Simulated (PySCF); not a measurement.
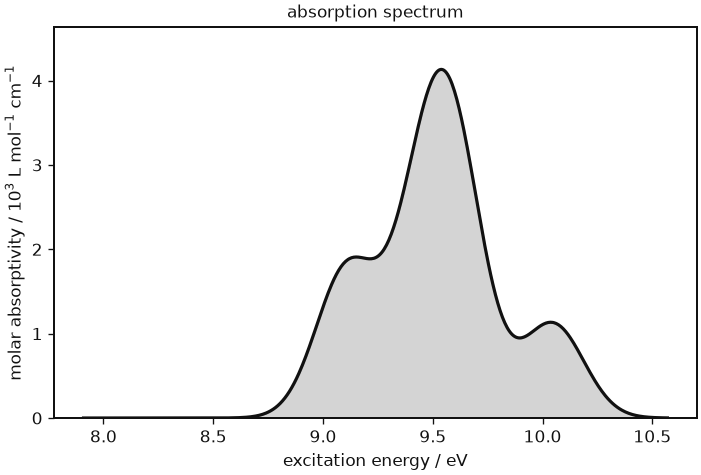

Computed absorption of C₂H₄F₂, SMILES FCCF. Vertical TDDFT excitations, PBE0/def2-SVPD in PySCF 2.14.0, at a GFN2-xTB geometry (no frequency check), gas phase. Only the first 6 singlet excitations are included; each is broadened by a Gaussian of 1/e half-width 0.20 eV.

Q: Where is the lowest singlet, and is it bright?

A: S1 lies at 9.11 eV (136 nm) with f = 0.022, mainly HOMO → LUMO (98 %); it is weak.

Q: Which of the computed transitions is the brightest, and what character does the calculation give it?

A: S4 at 9.61 eV (129 nm), f = 0.025, mainly HOMO−2 → LUMO (80 %).

Q: List the transitions behind the spectrum.

A:
| state | E (eV) | λ (nm) | f | main character |
| --- | --- | --- | --- | --- |
| S1 | 9.11 | 136 | 0.022 | HOMO → LUMO (98 %) |
| S2 | 9.44 | 131 | 0.021 | HOMO−1 → LUMO (92 %) |
| S3 | 9.55 | 130 | 0.012 | HOMO → LUMO+1 (86 %) |
| S4 | 9.61 | 129 | 0.025 | HOMO−2 → LUMO (80 %) |
| S5 | 10.05 | 123 | 0.014 | HOMO → LUMO+3 (68 %) |
| S6 | 10.07 | 123 | 0.000 | HOMO−1 → LUMO+1 (45 %) |

Note: states above the negative HOMO energy depend on the basis; the tight-binding geometry is rougher than a DFT one and adds to the error; one conformer of a flexible molecule; core orbitals are frozen in the response.
